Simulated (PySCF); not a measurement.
Vertical excitations of a molecule C2H8N2Si2 from TDDFT-PBE0/def2-SVPD run with PySCF, as energy in eV (oscillator strength): 3.78 (0.000), 5.09 (0.001), 5.24 (0.004), 5.33 (0.013), 6.05 (0.027), 6.12 (0.007), 6.18 (0.007), 6.35 (0.027), 6.56 (0.073), 6.79 (0.001). Lowest triplet (TDA): 3.07 eV. The structure is a stationary point at TPSSh-D3(BJ)/def2-SVP. Other conformers were not sampled.

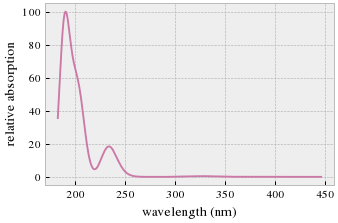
Figure: The lines broadened by 0.4 eV.

Q: Pick the molecule that these values belong to.
A) N[Si@@H]1C=C[Si@@H]1N
B) CC1=N[Si@@H](N)[SiH2]1
C) CC1=N[SiH2]N[SiH2]1
D) N[Si@@H]1C[SiH2]C=N1

A: B, CC1=N[Si@@H](N)[SiH2]1
